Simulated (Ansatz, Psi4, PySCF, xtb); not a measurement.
CH4O (SMILES CO) and CHN (SMILES C#N) are pulled apart as rigid monomers along the line of their centres of mass, from the B3LYP-D3(BJ)/def2-TZVP minimum. Starting geometry (charge 0, multiplicity 1):
```xyz
9

C      0.07010     0.08514    -0.29364
O     -0.82491    -0.33684     0.73504
H      0.71437    -0.73207    -0.62933
H      0.69364     0.86771     0.13481
H     -0.47011     0.49827    -1.14963
H     -1.39137    -1.03840     0.39950
C     -0.14639     0.29571     3.63620
N      0.16736     0.56688     4.70577
H     -0.43602     0.04031     2.62885
```

Interaction energies with rigid monomers; basis-set methods are counterpoise corrected unless marked otherwise.

Correlated levels freeze the cores. Rows in 3-21G carry no dispersion term and start afresh at each structure.

The values were computed with Ansatz (a first-principles code); Psi4 for SAPT; PySCF for 3-21G rows; xtb for the GFN methods. 

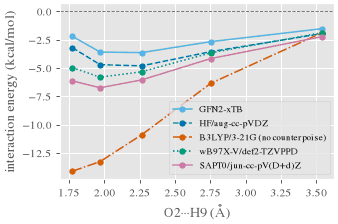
Figure: Interaction energy against separation

Which level binds most strongly at O2···H9 = 1.97, and by how much?

B3LYP/3-21G (no counterpoise), -13.3 kcal/mol.
